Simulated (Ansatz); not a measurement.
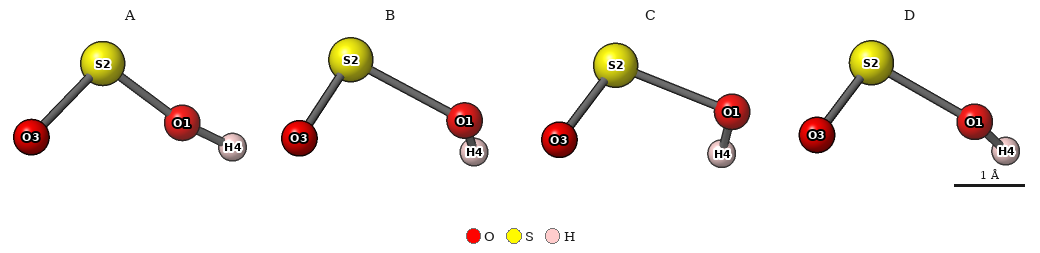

4 geometries from one relaxation of HSO₂ (charge −1), in shuffled order. Style: ball-and-stick. Shown at a tilt.

It is one of the separated reactants of a reaction.

Method: Ansatz, RKS PBE-D4/def2-SVPD. (force threshold 0.03 eV/Å; at most 250 steps)

### Order the frames from highest to lowest energy.

A, D, B, C. They are steps 0, 2, 3, 9, at +48.8 kcal/mol, +15.1 kcal/mol, +5.68 kcal/mol relative to the last. The largest move after the best rigid fit is that of O1, 0.50 Å. Largest moves by element: O 0.50 Å, H 0.45 Å, S 0.12 Å. Among the contacts that change: O1–S2 1.534 → 1.832 Å, S2–O3 1.737 → 1.584 Å, O1–H4 0.970 → 0.974 Å. Among the angles between lasting bonds that change: S2–O1–H4 163.8° → 102.0°. The energy falls by 48.8 kcal/mol in 8 accepted moves (9 points after the start). Largest force component: 5.8 eV/Å at the start, 0.021 eV/Å at the end. The line search rejected the trial step at point 5 of the run.
